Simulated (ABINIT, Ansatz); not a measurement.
## MgS (Niningerite): third-order response

Which lines does MgS (Niningerite) show in Raman and infrared spectra?

Main program and level: ABINIT 10.8.3; DFT LDA, scalar-relativistic, plane waves, HGH norm-conserving pseudopotentials.

**1. Set-up**

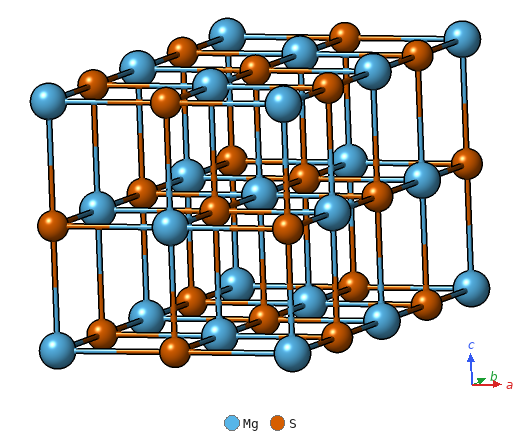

The cell as given, slightly off an axis (magnesium blue, sulfur orange). 1×2×1 cells are drawn. This picture shows the conventional cell, with its axes. Some periodic images of atoms are drawn too.

**2. Relaxation**

The harmonic expansion needs vanishing forces, and a free crystal bears no stress, so cell and atoms are brought to rest. Stress is more sensitive to the basis than forces are: the last 3 Ha under the cutoff are smoothed with ecutsm, and the cutoff is raised above that of the later runs.

The starting cell comes from a relaxation made beforehand in Ansatz (LDA, PseudoDojo NC).

relax.abi

```
# relaxation
ionmov 2
optcell 2
dilatmx 1.08
ntime 40
tolmxf 1.0d-05
tolvrs 1.0d-14
prtwf 0
prtden 0
chksymtnons 0

# basis, mesh and filling
ecut 38.0
ecutsm 3.0
ixc 7
ngkpt 8 8 8
nshiftk 1
shiftk 0.0 0.0 0.0
istwfk *1
occopt 1
nband 4
nstep 100
diemac 9.0
prtebands 0
prtgsr 0

# cell and atoms
acell 6.857339815 6.857339815 6.857339815
rprim 
    0.0 0.7071067812 0.7071067812
    0.7071067812 0.0 0.7071067812
    0.7071067812 0.7071067812 0.0
ntypat 2
znucl 12 16
natom 2
typat 1 2
xred 
    0.0 0.0 0.0
    0.5 0.5 0.5
pp_dirpath "./pseudo"
pseudos "Mg.hgh, S.hgh"
```

Command:

```console
$ OMP_NUM_THREADS=1 mpirun -n 2 abinit relax.abi > relax.log
```

Numbers of over 12 decimals in the logs are rounded to 6 here.

relax.abo, the main output file:

```text
[banners, grids, parts of the stress and lines that vanish by symmetry left out]
- input  file    -> relax.abi
- output file    -> relax.abo
- root for input  files -> relaxi
[...]
Symmetries : space group Fm -3 m (#225); Bravais cF (face-center cubic)
[...]
mpw =        3250          nfft =       91125          nkpt =          29
[...]
== DATASET  1 ==================================================================
[...]
cutoff_energies: {ecut:  38.0, pawecutdg:  -1.0, }
[...]
Exchange-correlation functional for the present dataset will be:
  LDA: Perdew-Wang 92 LSD fit to Ceperley-Alder data - ixc=7
[...]
ETOT  1  -11.185238251730    -1.119E+01 5.338E-02 6.059E+02
 ETOT  2  -11.246278183887    -6.104E-02 2.596E-06 5.854E+01
 ETOT  3  -11.252409043075    -6.131E-03 6.280E-05 4.714E-01
 ETOT  4  -11.252442786009    -3.374E-05 3.473E-07 5.322E-04
 ETOT  5  -11.252442805069    -1.906E-08 5.630E-10 3.193E-05
[...]
At SCF step   10       vres2   =  7.25E-16 < tolvrs=  1.00E-14 =>converged.
[...]
sigma(1 1)=  3.05140527E-05  sigma(3 2)=  0.00000000E+00
  sigma(2 2)=  3.05140527E-05  sigma(3 1)=  0.00000000E+00
  sigma(3 3)=  3.05140527E-05  sigma(2 1)=  0.00000000E+00
[...]
convergence: {deltae: -4.263E-13, res2:  7.250E-16, residm:  2.703E-19, diffor: null, }
etotal    :  -1.12524428E+01
[...]
ETOT  1  -11.252454580631    -1.125E+01 2.967E-06 5.904E-02
[...]
At SCF step    8       vres2   =  6.96E-16 < tolvrs=  1.00E-14 =>converged.
[...]
sigma(1 1)=  2.33979211E-05  sigma(3 2)=  0.00000000E+00
  sigma(2 2)=  2.33979211E-05  sigma(3 1)=  0.00000000E+00
  sigma(3 3)=  2.33979211E-05  sigma(2 1)=  0.00000000E+00
[...]
convergence: {deltae:  8.527E-14, res2:  6.960E-16, residm:  2.101E-19, diffor: null, }
etotal    :  -1.12524597E+01
[...]
ETOT  1  -11.252430599737    -1.125E+01 1.428E-04 6.144E-01
[...]
At SCF step    8       vres2   =  8.01E-15 < tolvrs=  1.00E-14 =>converged.
[...]
sigma(1 1)= -3.18141567E-07  sigma(3 2)=  0.00000000E+00
  sigma(2 2)= -3.18141567E-07  sigma(3 1)=  0.00000000E+00
  sigma(3 3)= -3.18141567E-07  sigma(2 1)=  0.00000000E+00
[...]
convergence: {deltae:  4.245E-13, res2:  8.010E-15, residm:  1.934E-18, diffor: null, }
etotal    :  -1.12524832E+01
[...]
ETOT  1  -11.252483215397    -1.125E+01 8.132E-11 1.091E-04
[...]
ETOT  6  -11.252483224741     2.398E-13 1.170E-18 2.765E-14
 ETOT  7  -11.252483224741    -6.342E-13 1.024E-20 6.228E-16
 At SCF step    7       vres2   =  6.23E-16 < tolvrs=  1.00E-14 =>converged.
[...]
sigma(1 1)=  3.13138432E-09  sigma(3 2)=  0.00000000E+00
  sigma(2 2)=  3.13138432E-09  sigma(3 1)=  0.00000000E+00
  sigma(3 3)=  3.13138432E-09  sigma(2 1)=  0.00000000E+00
[...]
convergence: {deltae: -6.342E-13, res2:  6.228E-16, residm:  1.024E-20, diffor: null, }
etotal    :  -1.12524832E+01
[...]
At Broyd/MD step   4, gradients are converged :
[...]
sigma(1 1)=  3.13138432E-09  sigma(3 2)=  0.00000000E+00
  sigma(2 2)=  3.13138432E-09  sigma(3 1)=  0.00000000E+00
  sigma(3 3)=  3.13138432E-09  sigma(2 1)=  0.00000000E+00
[...]
- sigma(1 1)=  9.21285075E-05  sigma(3 2)=  0.00000000E+00
- sigma(2 2)=  9.21285075E-05  sigma(3 1)=  0.00000000E+00
- sigma(3 3)=  9.21285074E-05  sigma(2 1)=  0.00000000E+00
[...]
fcart     -0.0000000000E+00 -0.0000000000E+00 -0.0000000000E+00
           strten      3.1313843215E-09  3.1313843211E-09  3.1313843209E-09
================================================================================

[key lines of the parts left out:]
pressure_GPa:  -9.2129E-05
Total energy (etotal) [Ha]= -1.12524832247414E+01
```

Run time: 20 s. Hardware: 2 MPI ranks of Arm Neoverse V2, shared host.

Relaxation path:

```
step  energy less that of the first step (eV)  largest force (eV/Å)  volume (Å³)
   1                                   0.0000                0.0000        33.79
   2                                  -0.0005                0.0000        33.69
   3                                  -0.0011                0.0000        33.39
   4                                  -0.0011                0.0000        33.40
```

```csv
"conventional cell, symmetrised",before,after,change
a (Å),5.132,5.112,-0.4 %
b (Å),5.132,5.112,-0.4 %
c (Å),5.132,5.112,-0.4 %
volume (Å³/atom),16.89,16.70,-1.2 %
```

The relaxed structure:

```cif
data_structure
_symmetry_space_group_name_H-M 'P 1'
_symmetry_Int_Tables_number 1
_cell_length_a 3.6148
_cell_length_b 3.6148
_cell_length_c 3.6148
_cell_angle_alpha 60.000
_cell_angle_beta 60.000
_cell_angle_gamma 60.000
_cell_volume 33.40
loop_
_atom_site_label
_atom_site_type_symbol
_atom_site_fract_x
_atom_site_fract_y
_atom_site_fract_z
_atom_site_occupancy
Mg1 Mg 0.00000 0.00000 0.00000 1
S2 S 0.50000 0.50000 0.50000 1
```

This step gave:

- volume per atom: 16.70 Å³
- pressure: -9.21e-5 GPa

The volume changes by -1.2 % from the cell with which this run began.

**3. Ground state**

First-order wavefunctions inherit every error of the ground state, hence the very tight tolvrs. The mesh is shifted off Γ, since shifted meshes converge sums over the zone faster.

gs.abi

```
# ground state
tolvrs 1.0d-16
prtden 1
prtwf 1

# basis, mesh and filling
ecut 30.0
ixc 7
ngkpt 6 6 6
nshiftk 4
shiftk 
    0.5 0.5 0.5
    0.5 0.0 0.0
    0.0 0.5 0.0
    0.0 0.0 0.5
istwfk *1
occopt 1
nband 4
nstep 100
diemac 9.0
prtebands 0
prtgsr 0

# cell and atoms
acell 6.830934346 6.830934346 6.830934346
rprim 
    0.0 0.7071067812 0.7071067812
    0.7071067812 0.0 0.7071067812
    0.7071067812 0.7071067812 0.0
ntypat 2
znucl 12 16
natom 2
typat 1 2
xred 
    0.0 0.0 0.0
    0.5 0.5 0.5
pp_dirpath "./pseudo"
pseudos "Mg.hgh, S.hgh"
```

Command:

```console
$ OMP_NUM_THREADS=1 mpirun -n 2 abinit gs.abi > gs.log
```

gs.abo, the main output file:

```text
[banners, grids, parts of the stress and lines that vanish by symmetry left out]
- input  file    -> gs.abi
- output file    -> gs.abo
- root for input  files -> gsi
[...]
Symmetries : space group Fm -3 m (#225); Bravais cF (face-center cubic)
[...]
mpw =        1789          nfft =       46656          nkpt =          28
[...]
== DATASET  1 ==================================================================
[...]
cutoff_energies: {ecut:  30.0, pawecutdg:  -1.0, }
[...]
Exchange-correlation functional for the present dataset will be:
  LDA: Perdew-Wang 92 LSD fit to Ceperley-Alder data - ixc=7
[...]
ETOT  1  -11.187682638834    -1.119E+01 5.143E-02 2.987E+02
 ETOT  2  -11.246956849327    -5.927E-02 1.325E-05 2.518E+01
 ETOT  3  -11.252053975906    -5.097E-03 5.306E-05 2.795E-01
 ETOT  4  -11.252094410295    -4.043E-05 3.789E-07 6.534E-04
 ETOT  5  -11.252094514097    -1.038E-07 1.185E-09 3.477E-05
[...]
ETOT  9  -11.252094518457     2.416E-13 1.199E-17 4.269E-14
 ETOT 10  -11.252094518457     7.638E-14 8.968E-20 7.910E-17
 At SCF step   10       vres2   =  7.91E-17 < tolvrs=  1.00E-16 =>converged.
[...]
sigma(1 1)=  8.72153209E-06  sigma(3 2)=  0.00000000E+00
  sigma(2 2)=  8.72153209E-06  sigma(3 1)=  0.00000000E+00
  sigma(3 3)=  8.72153209E-06  sigma(2 1)=  0.00000000E+00
[...]
convergence: {deltae:  7.638E-14, res2:  7.910E-17, residm:  8.968E-20, diffor: null, }
etotal    :  -1.12520945E+01
[...]
sigma(1 1)=  8.72153209E-06  sigma(3 2)=  0.00000000E+00
  sigma(2 2)=  8.72153209E-06  sigma(3 1)=  0.00000000E+00
  sigma(3 3)=  8.72153209E-06  sigma(2 1)=  0.00000000E+00
[...]
- sigma(1 1)=  2.56596333E-01  sigma(3 2)=  0.00000000E+00
- sigma(2 2)=  2.56596333E-01  sigma(3 1)=  0.00000000E+00
- sigma(3 3)=  2.56596333E-01  sigma(2 1)=  0.00000000E+00
[...]
fcart     -0.0000000000E+00 -0.0000000000E+00 -0.0000000000E+00
           strten      8.7215320902E-06  8.7215320902E-06  8.7215320902E-06
================================================================================

[key lines of the parts left out:]
pressure_GPa:  -2.5660E-01
```

Elapsed: 3 s, on 2 MPI ranks; 5.8 s of CPU time.

Read from the output:

```yaml
pressure: -0.2566 GPa
```

The cell stands at -0.26 GPa: the relaxation ran with a smoothed and higher cutoff and on another k mesh.

**4. Empty bands**

Empty bands on the ground state's density check that the gap assumed so far is there in this cell.

gap.abi

```
# empty bands on the ground state's density
iscf -2
getden_filepath "gso_DEN"
tolwfr 1.0d-12
nbdbuf 2
prtwf 0

# basis, mesh and filling
ecut 30.0
ixc 7
ngkpt 8 8 8
nshiftk 1
shiftk 0.0 0.0 0.0
istwfk *1
occopt 1
nband 8
nstep 100
diemac 9.0
prtebands 0
prtgsr 0

# cell and atoms
acell 6.830934346 6.830934346 6.830934346
rprim 
    0.0 0.7071067812 0.7071067812
    0.7071067812 0.0 0.7071067812
    0.7071067812 0.7071067812 0.0
ntypat 2
znucl 12 16
natom 2
typat 1 2
xred 
    0.0 0.0 0.0
    0.5 0.5 0.5
pp_dirpath "./pseudo"
pseudos "Mg.hgh, S.hgh"
```

Command:

```console
$ OMP_NUM_THREADS=1 mpirun -n 2 abinit gap.abi > gap.log
```

gap.abo, the main output file:

```text
[banners, grids, parts of the stress and lines that vanish by symmetry left out]
- input  file    -> gap.abi
- output file    -> gap.abo
- root for input  files -> gapi
[...]
Symmetries : space group Fm -3 m (#225); Bravais cF (face-center cubic)
[...]
mpw =        1807          nfft =       46656          nkpt =          29
[...]
== DATASET  1 ==================================================================
[...]
cutoff_energies: {ecut:  30.0, pawecutdg:  -1.0, }
[...]
Exchange-correlation functional for the present dataset will be:
  LDA: Perdew-Wang 92 LSD fit to Ceperley-Alder data - ixc=7
[...]
-outvars: echo values of variables after computation
            acell      6.8309343460E+00  6.8309343460E+00  6.8309343460E+00 Bohr
================================================================================
```

Wall time 3 s (2 MPI ranks).

Read from the output:

- gap on the k-mesh: 2.677 eV

In this cell the gap on the mesh is 2.7 eV, indirect (smallest direct 3.9 eV), so fixed occupations hold.

**5. Linear response at Γ**

The derivative of the wavefunctions by k comes first, since the response to a field is built on it; then the field and the displacements that symmetry doesn't supply are solved at q = 0. By the 2n+1 theorem the first-order wavefunctions also give third derivatives: Raman tensors and the non-linear susceptibility.

It reads the wavefunctions written in step 3.

dfpt_gamma.abi

```
ndtset 3

# common to the responses
getwfk_filepath "gso_WFK"
kptopt 2
nqpt 1
qpt 0.0 0.0 0.0
asr 0
chneut 0

# d/dk
rfelfd1 2
rfdir1 1 1 1
iscf1 -3
tolwfr1 1.0d-20

# displacements, field
rfphon2 1
rfatpol2 1 2
rfdir2 1 1 1
rfelfd2 3
getddk2 1
tolvrs2 1.0d-10
prepanl2 1
prtden2 1

# third order
optdriver3 5
getden_filepath3 "gso_DEN"
get1den3 2
get1wf3 2
getddk3 1
d3e_pert1_elfd3 1
d3e_pert1_phon3 1
d3e_pert1_atpol3 1 2
d3e_pert1_dir3 1 1 1
d3e_pert2_elfd3 1
d3e_pert2_dir3 1 1 1
d3e_pert3_elfd3 1
d3e_pert3_dir3 1 1 1
usepead3 1
tolvrs3 1.0d-10

# basis, mesh and filling
ecut 30.0
ixc 7
ngkpt 6 6 6
nshiftk 4
shiftk 
    0.5 0.5 0.5
    0.5 0.0 0.0
    0.0 0.5 0.0
    0.0 0.0 0.5
istwfk *1
occopt 1
nband 4
nstep 100
diemac 9.0
prtebands 0
prtgsr 0

# cell and atoms
acell 6.830934346 6.830934346 6.830934346
rprim 
    0.0 0.7071067812 0.7071067812
    0.7071067812 0.0 0.7071067812
    0.7071067812 0.7071067812 0.0
ntypat 2
znucl 12 16
natom 2
typat 1 2
xred 
    0.0 0.0 0.0
    0.5 0.5 0.5
pp_dirpath "./pseudo"
pseudos "Mg.hgh, S.hgh"
```

Command:

```console
$ OMP_NUM_THREADS=1 mpirun -n 2 abinit dfpt_gamma.abi > dfpt_gamma.log
```

dfpt_gamma.abo, the main output file:

```text
[banners, grids, parts of the stress and lines that vanish by symmetry left out]
- input  file    -> dfpt_gamma.abi
- output file    -> dfpt_gamma.abo
- root for input  files -> dfpt_gammai
[...]
DATASET    1 : space group Fm -3 m (#225); Bravais cF (face-center cubic)
[...]
nfft =       46656          nkpt =         432
[...]
DATASET    2 : space group Fm -3 m (#225); Bravais cF (face-center cubic)
[...]
nfft =       46656          nkpt =         432
[...]
DATASET    3 : space group Fm -3 m (#225); Bravais cF (face-center cubic)
[...]
mpw =        1789          nfft =       46656          nkpt =         432
[...]
== DATASET  1 ==================================================================
[...]
cutoff_energies: {ecut:  30.0, pawecutdg:  -1.0, }
[...]
Exchange-correlation functional for the present dataset will be:
  LDA: Perdew-Wang 92 LSD fit to Ceperley-Alder data - ixc=7
[...]
- 16.00000   6.00000     10605                znucl, zion, pspdat
[...]
Perturbation : derivative vs k along direction   1
[...]
-ETOT  1  -9.453704     -9.454E+00 1.495E-01 0.000E+00
 ETOT  2  -9.466443     -1.274E-02 6.632E-04 0.000E+00
 ETOT  3  -9.466470     -2.660E-05 1.186E-06 0.000E+00
 ETOT  4  -9.466470     -7.192E-08 3.770E-09 0.000E+00
 ETOT  5  -9.466470     -2.183E-10 3.249E-11 0.000E+00
[...]
At SCF step   10   max residual=  9.99E-21 < tolwfr=  1.00E-20 =>converged.
[...]
Perturbation : derivative vs k along direction   2
[...]
-ETOT  1  -9.453704     -9.454E+00 1.495E-01 0.000E+00
[...]
At SCF step   10   max residual=  9.99E-21 < tolwfr=  1.00E-20 =>converged.
[...]
Perturbation : derivative vs k along direction   3
[...]
-ETOT  1  -9.453704     -9.454E+00 1.495E-01 0.000E+00
[...]
At SCF step   10   max residual=  9.99E-21 < tolwfr=  1.00E-20 =>converged.
[...]
1        1       2.2721573703   -0.0000000000
     1        2       1.1360786851    0.0000000000
     1        3       1.1360786852   -0.0000000000
     2        1       1.1360786851    0.0000000000
     2        2       2.2721573703    0.0000000000
     2        3       1.1360786852    0.0000000000
     3        1       1.1360786852   -0.0000000000
     3        2       1.1360786852    0.0000000000
     3        3       2.2721573703   -0.0000000000
[...]
== DATASET  2 ==================================================================
[...]
cutoff_energies: {ecut:  30.0, pawecutdg:  -1.0, }
[...]
Exchange-correlation functional for the present dataset will be:
  LDA: Perdew-Wang 92 LSD fit to Ceperley-Alder data - ixc=7
[...]
Perturbation : displacement of atom   1   along direction   1
[...]
-ETOT  1   1.902995     -5.845E+00 2.660E-02 1.907E+03
[...]
At SCF step    8       vres2   =  2.19E-11 < tolvrs=  1.00E-10 =>converged.
[...]
Perturbation : displacement of atom   2   along direction   1
[...]
-ETOT  1   88.292639821090     -2.117E+02 2.439E+00 2.546E+05
[...]
At SCF step   10       vres2   =  2.52E-12 < tolvrs=  1.00E-10 =>converged.
[...]
Perturbation : homogeneous electric field along direction   1
[...]
-ETOT  1  -91.835533062552     -9.184E+01 5.289E+00 3.378E+04
[...]
At SCF step    9       vres2   =  6.72E-11 < tolvrs=  1.00E-10 =>converged.
[...]
Perturbation : homogeneous electric field along direction   2
[...]
-ETOT  1  -91.835533061541     -9.184E+01 5.289E+00 3.378E+04
[...]
At SCF step    9       vres2   =  6.72E-11 < tolvrs=  1.00E-10 =>converged.
[...]
Perturbation : homogeneous electric field along direction   3
[...]
-ETOT  1  -91.835533060528     -9.184E+01 5.289E+00 3.378E+04
[...]
ETOT  8  -103.02720244247     -7.617E-12 7.409E-14 1.956E-09
 ETOT  9  -103.02720244247     -8.527E-13 3.096E-15 6.725E-11
 At SCF step    9       vres2   =  6.72E-11 < tolvrs=  1.00E-10 =>converged.
[...]
Dielectric tensor, in cartesian coordinates,
[...]
1    4   1    4         5.5263242254        -0.0000000000
   1    4   2    4         0.0000000000        -0.0000000000
   1    4   3    4         0.0000000000        -0.0000000000
   2    4   1    4         0.0000000000        -0.0000000000
   2    4   2    4         5.5263242254        -0.0000000000
   2    4   3    4         0.0000000000        -0.0000000000
   3    4   1    4         0.0000000000        -0.0000000000
   3    4   2    4         0.0000000000        -0.0000000000
   3    4   3    4         5.5263242254        -0.0000000000
  Effective charges, in cartesian coordinates,
[...]
1    1   1    4         2.2923151656         0.0000000000
   2    1   1    4         0.0000000000         0.0000000000
   3    1   1    4        -0.0000000000         0.0000000000
   1    2   1    4        -2.2938534285         0.0000000000
   2    2   1    4        -0.0000000000         0.0000000000
[...]
Effective charges, in cartesian coordinates,
[...]
2    4   1    2         0.0000000000         0.0000000000
   3    4   1    2         0.0000000000         0.0000000000
   1    4   2    2         0.0000000000         0.0000000000
   2    4   2    2        -2.2938535097         0.0000000000
   3    4   2    2         0.0000000000         0.0000000000
   1    4   3    2         0.0000000000         0.0000000000
   2    4   3    2         0.0000000000         0.0000000000
   3    4   3    2        -2.2938535097         0.0000000000
  Phonon wavevector (reduced coordinates) :  0.00000  0.00000  0.00000
 Phonon energies in Hartree :
[...]
Phonon frequencies in cm-1    :
-  2.352254E+00  2.352254E+00  2.352254E+00  2.404434E+02  2.404434E+02
-  2.404434E+02
  Phonon at Gamma, with non-analyticity in the
[...]
Phonon energies in Hartree :
[...]
Phonon frequencies in cm-1    :
-  2.352254E+00  2.352254E+00  2.352735E+00  2.404434E+02  2.404434E+02
-  3.989958E+02
  Phonon at Gamma, with non-analyticity in the
[...]
Phonon energies in Hartree :
[...]
Phonon frequencies in cm-1    :
-  2.352254E+00  2.352254E+00  2.352735E+00  2.404434E+02  2.404434E+02
-  3.989958E+02
  Phonon at Gamma, with non-analyticity in the
[...]
Phonon energies in Hartree :
[...]
Phonon frequencies in cm-1    :
-  2.352254E+00  2.352254E+00  2.352735E+00  2.404434E+02  2.404434E+02
-  3.989958E+02
[...]
== DATASET  3 ==================================================================
[...]
cutoff_energies: {ecut:  30.0, pawecutdg:  -1.0, }
[...]
Exchange-correlation functional for the present dataset will be:
  LDA: Perdew-Wang 92 LSD fit to Ceperley-Alder data - ixc=7
[...]
1          1       -0.000000000       -0.000000000       -0.000000000
[...]
1          2       -0.000000000       -0.000000000       -0.000000000
[...]
1          3       -0.000000000       -0.000000000       -0.000000000
[...]
2          1       -0.000000000       -0.000000000       -0.000000000
[...]
2          2       -0.000000000       -0.000000000       -0.000000000
[...]
2          3       -0.000000000       -0.000000000       -0.000000000
[...]
strten2     0.0000000000E+00  0.0000000000E+00  0.0000000000E+00
           strten3     0.0000000000E+00  0.0000000000E+00  0.0000000000E+00
================================================================================
```

Run time: 4.5 min. Hardware: 2 MPI ranks; 8.9 min of CPU time.

This step gave:

| Quantity | Value |
| --- | --- |
| miss of the charge sum rule | 0.001538 e |
| largest acoustic frequency at the zone centre before the sum rule | 2.35 cm⁻¹ |
| highest optical zone-centre mode (no LO-TO term) | 240.4 cm⁻¹ |
| lowest optical zone-centre mode | 240.4 cm⁻¹ |
| mean high-frequency dielectric constant | 5.526 |
| largest Born charge in size (third of the trace) | 2.294 e |

Born charge (rows field, columns displacement), before the sum rule (e), principal values of the symmetric part by kind of site:

| atom | atoms with these values | low | middle | high | mean |
| --- | --- | --- | --- | --- | --- |
| Mg1 | 1 | 2.29 | 2.29 | 2.29 | 2.29 |
| S2 | 1 | -2.29 | -2.29 | -2.29 | -2.29 |

In full for Mg1:

```
2.29 0.00 0.00
0.00 2.29 0.00
0.00 0.00 2.29
```

High-frequency dielectric tensor:

```
5.53 0.00 0.00
0.00 5.53 0.00
0.00 0.00 5.53
```

The acoustic modes at Γ come out as far as 2.4 cm⁻¹ from zero, where they should vanish, a small numerical error; the Born charges miss their sum rule by 0.0015 e, which is good.

(Part 1 of 3 ends here.)

[Host names and launcher messages were left out of these logs when they were recorded.]

[Logs are printed without paths, hosts, clocks, repeated set-up lines and the standing remarks that a program may print on its own settings, such as how far it seeks lower states.]

[Hosts, paths, dates, database ids (printed as entryN), source tags and the programs' standing remarks are cut or masked in the printed files.]
